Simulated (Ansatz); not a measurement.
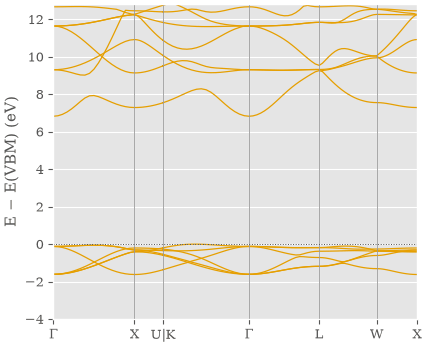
*Band structure from the program Ansatz at the PBEsol level (PAW)*

**Question.** Read off the gap and where the band edges lie.

**Answer.** About 6.8 eV (6.83 eV by a search for the band edges); maximum on the K–Γ line, 36 % of the way from K, minimum at Γ.

The material is BaF$_{2}$ (fluorite, space group No. 225).

Space group Fm-3m (fluorite). Symmetry was held in the PBEsol relaxation. Scalar-relativistic: spin–orbit coupling is off unless named, which matters more the heavier the elements.

Potentials: the later of the program's two PAW sets.
